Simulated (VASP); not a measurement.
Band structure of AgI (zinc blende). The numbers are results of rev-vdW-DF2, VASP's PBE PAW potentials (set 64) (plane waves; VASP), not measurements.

Unless said otherwise, spin-orbit coupling is left out, though it shifts the bands of the heavy elements here.

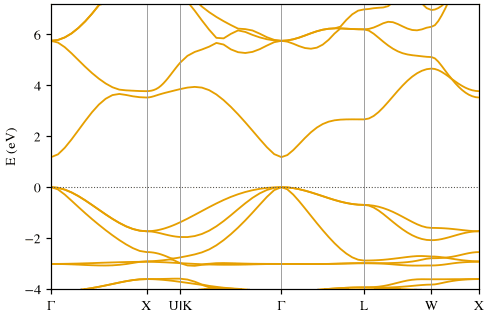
*Bands along high-symmetry lines, zero at the valence-band maximum or, without a gap, the Fermi level*

**Question.** Read the plot: is there a gap, and where are the band edges?

**Answer.** The gap is direct, 1.18 eV, from the valence maximum at Γ to the conduction minimum at Γ. (Edges off the drawn lines would not show.)

The compound is AgI in the zinc blende structure, whereas wurtzite is the usual form. It was relaxed first.
